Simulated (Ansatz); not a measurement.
## Phonon calculation, with input and output: WCl$_{2}$F$_{4}$

The run: phonon calculation of WCl$_{2}$F$_{4}$, SMILES [F][W]([F])([F])([F])([Cl])[Cl]. Method and program: RKS PBE0-D4/def2-TZVP (Ansatz 0.2.0).

The geometry comes from this level: PBE0-D4/def2-TZVP. Figures and captions count atoms from 1; the log counts them from 0 in places.

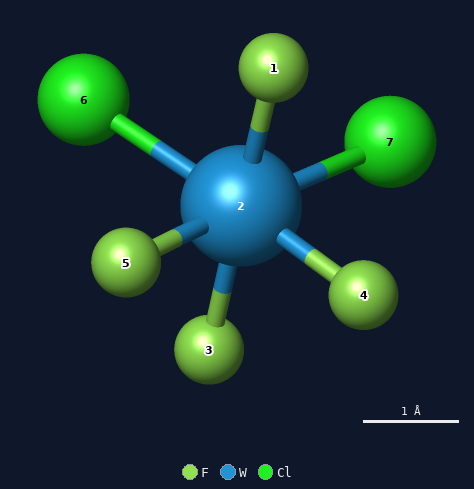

The structure as given in the input (ball-and-stick view, seen at a tilt; atoms are numbered from 1 in the order of the input). Sticks mark near contacts. Bond lengths as drawn: Cl–W 2.26 Å and F–W 1.84 to 1.85 Å.

### Input
```yaml
crystal:
  periodic: [false, false, false]
  atoms:
    - {symbol: F, position_ang: [-0.345801, -1.391697, 1.152943]}
    - {symbol: W, position_ang: [-0.037368, 0.020800, 0.018010]}
    - {symbol: F, position_ang: [0.181540, 1.483132, -1.073788]}
    - {symbol: F, position_ang: [-1.846799, 0.071292, -0.345263]}
    - {symbol: F, position_ang: [-0.383765, 1.170583, 1.420351]}
    - {symbol: Cl, position_ang: [2.161501, 0.033252, 0.554885]}
    - {symbol: Cl, position_ang: [0.270682, -1.387381, -1.727138]}
basis:
  gaussian: {orbitals: def2-TZVP}
hamiltonian: {xc: pbe0, dispersion: d4}
phonons: {temperatures: {t_min: 298.15, t_max: 900, t_step: 200}}
```

Hardware: 8 threads of Arm Neoverse V1, 23 GiB of memory available, shared host.

Launched with:
```bash
ansatz run in.yaml --threads 8 --pin off --events-out ev --progress --plain --max-ram 18278MiB
```

### What the program printed
```
Functional definition: PBE0
  name "PBE0"
  cite "Adamo & Barone, J. Chem. Phys. 110, 6158 (1999) doi:10.1063/1.478522"
  cite "Perdew, Burke & Ernzerhof, Phys. Rev. Lett. 77, 3865 (1996) doi:10.1103/PhysRevLett.77.3865"
  parent pbe
  parameter a = 0.25
  parameter kappa = 0.804
  parameter beta = 0.06672455060314922
  exchange = (1 - a)*pbe_x(kappa = kappa, mu = beta*pi^2/3) + a*exact_x
  correlation = pbe_c(beta = beta)
1560 factors; their error is unknown
mean field evaluation 1: about -37722.1630 eV, gradient 8.0e1 eV
mean field evaluation 2: about -37627.7299 eV, gradient 2.6e2 eV
mean field evaluation 4: about -37732.5152 eV, gradient 9.1e0 eV
mean field evaluation 8: about -37732.6574 eV, gradient 1.0e-1 eV
mean field evaluation 16: about -37732.7909 eV, gradient 9.4e-4 eV
mean field -37732.79087620 eV, -1386.6544884962 hartree, gradient 2.8e-5 eV, S^2 0.000000; 0 other end points of the search recorded, 0 dependent functions left out
the calculation of the forces begins
reference -37732.79090781 eV, -1386.6544896576 hartree; 42, 42 occupied and 196, 196 virtual orbitals, 1560 factors
these checks for a lower state are left out or cut short: stability, starts, cluster_reference, orbital_swaps, neighbouring_geometries, increment
1560 factors; their error is unknown
mean field -37732.79085753 eV, -1386.6544878098 hartree, gradient 1.3e-6 eV, S^2 0.000000; 0 other end points of the search recorded, 0 dependent functions left out
[... from here on the field's lines of each further geometry are left out, up to the last ...]
the calculation of the forces begins
reference -37732.79083049 eV, -1386.6544868163 hartree; 42, 42 occupied and 196, 196 virtual orbitals, 1560 factors
these checks for a lower state are left out or cut short: stability, starts, cluster_reference, orbital_swaps, neighbouring_geometries, increment
1560 factors; their error is unknown
mean field -37732.79087946 eV, -1386.6544886157 hartree, gradient 1.3e-6 eV, S^2 0.000000; 0 other end points of the search recorded, 0 dependent functions left out
the calculation of the forces begins
reference -37732.79091106 eV, -1386.6544897772 hartree; 42, 42 occupied and 196, 196 virtual orbitals, 1560 factors
Total energy: -37733.00511572 eV, -1386.6623616534 hartree
Atom 0 at    -0.345801    -1.391697     1.152943 Å, force     0.000828     0.000707    -0.001116 eV/Å
Atom 1 at    -0.037368     0.020800     0.018010 Å, force    -0.001892     0.001094     0.000864 eV/Å
Atom 2 at     0.181540     1.483132    -1.073788 Å, force     0.000431    -0.001440     0.000552 eV/Å
Atom 3 at    -1.846799     0.071292    -0.345263 Å, force     0.001236     0.000684     0.001111 eV/Å
Atom 4 at    -0.383765     1.170583     1.420351 Å, force    -0.000847    -0.000887    -0.001279 eV/Å
Atom 5 at     2.161501     0.033252     0.554885 Å, force     0.000817     0.000465     0.000749 eV/Å
Atom 6 at     0.270682    -1.387381    -1.727138 Å, force    -0.000573    -0.000624    -0.000881 eV/Å
Dipole moment:     0.211993    -0.118030    -0.102173 e Å
Vibrations: 106.31 118.79 124.23 193.41 212.01 231.54 282.66 287.68 296.85 389.04 413.70 670.75 671.40 708.19 733.16 cm⁻¹, zero-point energy 0.337221 eV
```

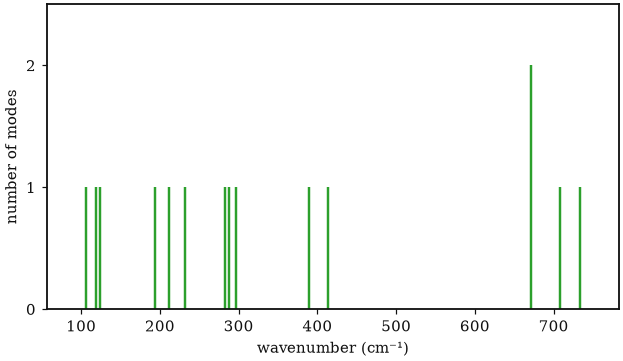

Harmonic vibrational wavenumbers from the force constants; neighbouring modes closer than 3 cm⁻¹ are counted in one stick. 15 modes from 106 to 733 cm⁻¹, none imaginary.

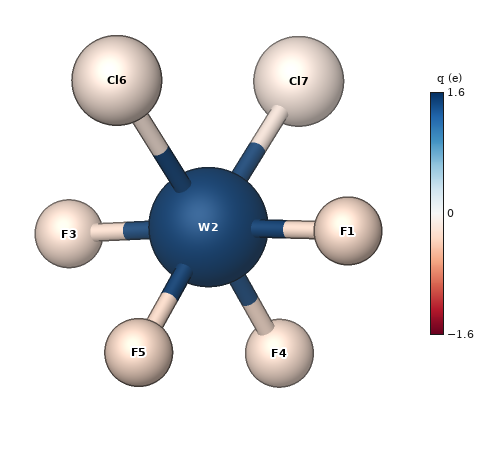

Mulliken charges, as the colour of each atom (ball-and-stick view, seen at a tilt; atoms are numbered from 1 in the order of the input). By element: F −0.29 to −0.28, W +1.54 and Cl −0.20 e.

### Results in brief

- outcome: converged
- total energy: −37733.0051 eV
- mean-field energy: −37732.7909 eV
- dispersion energy: −0.2142 eV
- largest force (length of the vector): 0.002 eV/Å
- dipole moment: 1.26 D
- wall time: 1.7 min (CPU time 13 min)
- peak memory: 0.81 GiB
